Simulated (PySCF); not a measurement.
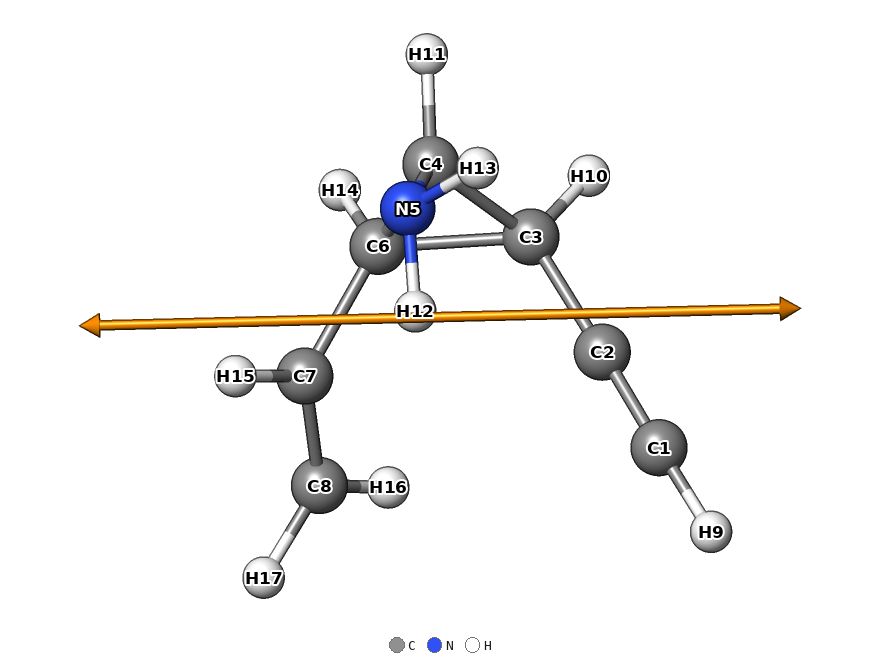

The double arrow shows the direction of the transition dipole to excited singlet state 3 (its length means nothing). Computed geometry: GFN2-xTB optimisation. No frequency run is at hand to confirm it as a minimum. Method: TDDFT CAM-B3LYP/def2-SVPD, vertical, gas phase, core orbitals frozen in the response (PySCF 2.14.0).

### How is the transition polarised?

Nearly parallel to the C3–C6 bond.

### Where does the transition lie, and how strong is it?

6.45 eV (192 nm), oscillator strength 0.040, of mixed character, with the largest part HOMO−1 → LUMO (weight 0.24); transition dipole 1.28 D.
